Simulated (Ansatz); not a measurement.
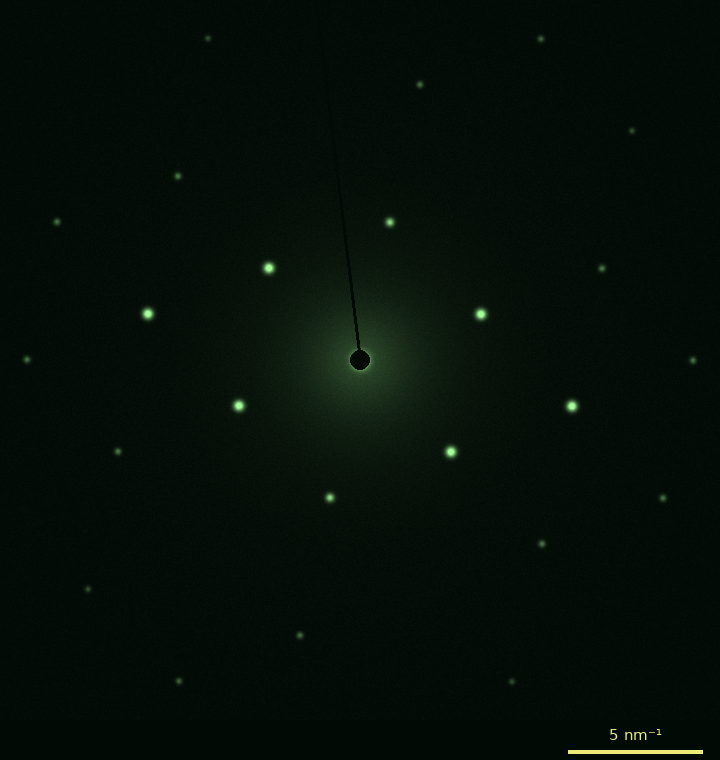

Simulated selected-area electron diffraction pattern (80 kV, kinematic approximation, thin crystal, B = 1 Å² for all atoms).

It belongs to C, space group P6_3/mmc (No. 194), a = 2.46 Å, c = 8.26 Å (hexagonal axes). Structure: coordinates from a relaxation at fixed volume with Ansatz, DFT r2SCAN, scalar-relativistic, plane waves, PAW.

Question: Determine the zone axis from the geometry of the pattern.

Answer: The spots form a centred rectangular net with both shortest vectors at d = 2.06 Å, 66.0° apart. They index as 0 1 -1 and -1 1 1, so the zone axis is [211] (or an equivalent direction of <211>).

Question: Which reflections of this zone are missing, and why?

Answer: A glide plane extinguishes reflections such as 1 1 -3, 2 -1 -3; reflections such as 0 3 -3 are allowed by the space group but vanish because the atoms sit on special positions. In a thicker crystal double diffraction can put intensity into those places emptied by glide planes or screw axes that lie on the net of the visible spots, but never into those emptied by centring.
